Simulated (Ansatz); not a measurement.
# BH2 (boron dihydride) at U-wB97X/def2-TZVPPD

Aim: the electronic atomisation energy of BH2 (boron dihydride) at U-wB97X/def2-TZVPPD, from 3 runs. 

The calculation is run with Ansatz 0.2.0.

30 further runs of the same task are left out: 30 set aside as unsound or not needed.

## Step 1: The system as given

BH2: 3 atoms, total charge 0, spin state doublet. As SMILES, `[BH2]`. The shape is that of a PBE0-D4/def2-TZVP optimisation.

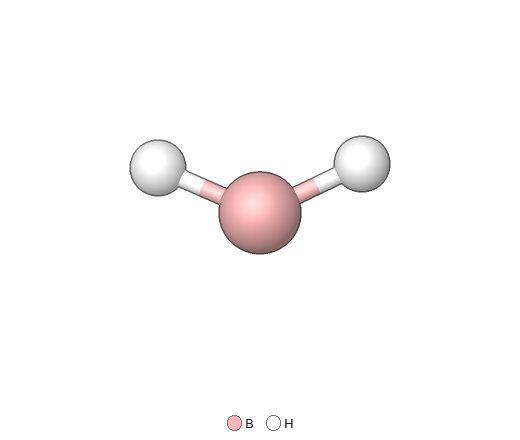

The structure, seen from a chosen angle (boron pink, hydrogen white).

## Step 2: A single-point energy at U-wB97X/def2-TZVPPD

File in.yaml:

```yaml
basis:
  gaussian:
    orbitals: def2-TZVPPD.json
crystal:
  periodic: [false, false, false]
  atoms:
    - symbol: B
      position_ang: [0.265070, -0.167660, 0.129730]
    - symbol: H
      position_ang: [0.292070, 1.014920, 0.270850]
    - symbol: H
      position_ang: [-0.557150, -0.847260, -0.400590]
magnetization:
  spin_polarized: true
  initial_magnetization: 1
hamiltonian:
  xc: {name: wB97X}
accuracy: high
output: {orbitals: {seedname: orbitals}}
```

The basis set def2-TZVPPD is read from a file made from the Basis Set Exchange's data (not shown).

Command:

```sh
$ ansatz run in.yaml --threads 1 --pin off --max-ram 3480MiB --events-out events.jsonl --progress --plain --runs-dir runs
```

What it wrote:

```text
Warning: RAYON_NUM_THREADS=1 ignored (pool sized by the plan → 1); use --threads N
Functional definition: wB97X
  name "wB97X"
  parameter omega = 0.3/bohr
  parameter cx = 0.157706
  parameter cx1 = 0.726479
  parameter cx2 = 1.04760
  parameter cx3 = -5.70635
  parameter cx4 = 13.2794
  parameter css1 = -4.33879
  parameter css2 = 18.2308
  parameter css3 = -31.7430
  parameter css4 = 17.2901
  parameter cos1 = 2.37031
  parameter cos2 = -11.3995
  parameter cos3 = 6.58405
  parameter cos4 = -3.78132
  exchange = spin_sum(e_x_unif_sr(omega)*poly(b97_u_x, 1 - cx, cx1, cx2, cx3, cx4)) + cx*exact_x_sr(omega)
      + exact_x_lr(omega)
  correlation = spin_sum(e_c_pw_same_spin*poly(b97_u_same, 1, css1, css2, css3, css4))
      + integral(e_c_pw_opposite_spin*poly(b97_u_opposite, 1, cos1, cos2, cos3, cos4))
1016 factors; integrals over basis functions are off by at most 2.8e-9 eV
255 factors; integrals over basis functions are off by at most 1.8e-9 eV
mean field evaluation 1: about -705.2499 eV, gradient 5.5e0 eV
mean field evaluation 2: about -705.5080 eV, gradient 1.4e0 eV
mean field evaluation 4: about -705.5365 eV, gradient 3.9e-1 eV
mean field evaluation 8: about -705.5393 eV, gradient 6.9e-3 eV
mean field evaluation 16: about -705.5393 eV, gradient 3.8e-6 eV
mean field -705.53928029 eV, -25.9280903189 hartree, gradient 2.0e-8 eV, S^2 0.751623; 1 other end points of the search recorded, 0 dependent functions left out
reference -705.53927882 eV, -25.9280902649 hartree; 4, 3 occupied and 67, 68 virtual orbitals, 1016 factors
Total energy: -705.53927882 eV, -25.9280902649 hartree
```

It took 10 s on 1 thread of Arm Neoverse V1, shared host; peak memory 0.28 GiB.

## Step 3: The B atom at the same level

File molecule.yaml:

```yaml
basis:
  gaussian:
    orbitals: def2-TZVPPD.json
crystal:
  periodic: [false, false, false]
  atoms:
    - symbol: B
      position_ang: [0.000000, 0.000000, 0.000000]
magnetization:
  spin_polarized: true
  initial_magnetization: 1
hamiltonian:
  xc: {name: wB97X}
accuracy: high
```

The basis set def2-TZVPPD is read from a file made from the Basis Set Exchange's data (not shown).

Run the same way, it converges to -24.65161 Eh (log not shown).

## Step 4: The H atom at the same level

File job.yaml:

```yaml
crystal:
  periodic: [false, false, false]
  atoms:
    - {symbol: H, position_ang: [0.000000, 0.000000, 0.000000]}
basis:
  gaussian:
    orbitals: def2-TZVPPD.json
total_charge: 0
magnetization:
  spin_polarized: true
  initial_magnetization: 1
hamiltonian:
  xc: {name: wB97X}
accuracy: high
```

The basis set def2-TZVPPD is read from a file made from the Basis Set Exchange's data (not shown).

Run the same way, it converges to -0.50139 Eh (log not shown).

## Step 5: Outcome

At U-wB97X/def2-TZVPPD:

```
                                    quantity         value
                      molecule: total energy  -25.92809 Eh
molecule: HOMO energy (highest over α and β)      -8.43 eV
 molecule: LUMO energy (lowest over α and β)       0.10 eV
                              molecule: ⟨S²⟩         0.752
                        B atom: total energy  -24.65161 Eh
                                B atom: ⟨S²⟩         0.754
                        H atom: total energy   -0.50139 Eh
                                H atom: ⟨S²⟩         0.750
               electronic atomisation energy      7.448 eV
```

**Reading.** Taking the molecule apart into free atoms costs 7.45 eV (172 kcal/mol), before zero-point energy and without spin-orbit coupling.
